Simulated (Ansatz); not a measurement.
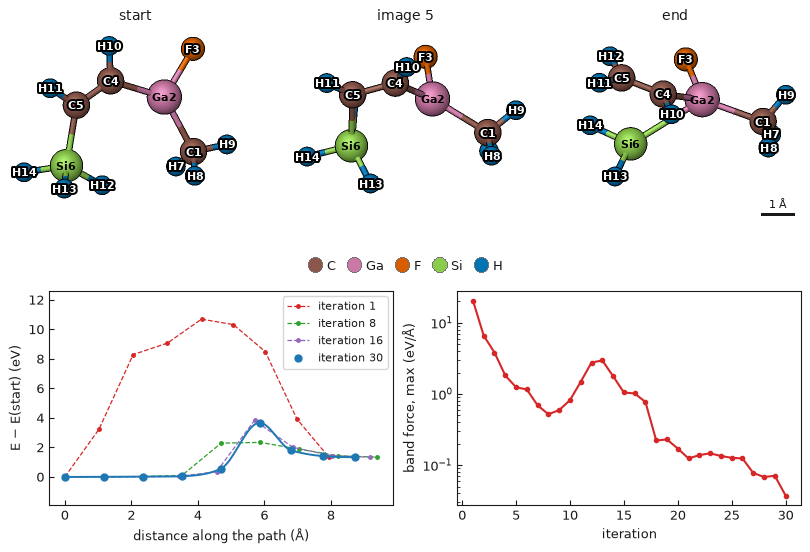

A nudged-elastic-band calculation for C₃H₈FGaSi. Images are numbered from 0 (start) to 8 (end). The plot follows the band through its iterations. Style: ball-and-stick. Shown at a tilt.

Method: RHF/def2-SVP (Ansatz). Settings: 7 movable images; climbing image; force threshold 0.05 eV/Å; iteration limit 60; starting path through a guess of the saddle point.

### Judge this run.

The result is final at these settings. The band converged in 30 iterations. The largest component of the band force went from 21 to 0.037 eV/Å. The climbing image converged on the top of the path. Its vibrational analysis gives one imaginary mode (1661i cm⁻¹), as a transition state must have. The first iteration put the highest image at 10.69 eV. The energy climbs by 3.67 eV to image 5 and then falls by 2.33 eV, so the end point sits at +1.34 eV.

Limits of the set-up: Hartree-Fock leaves out electron correlation.
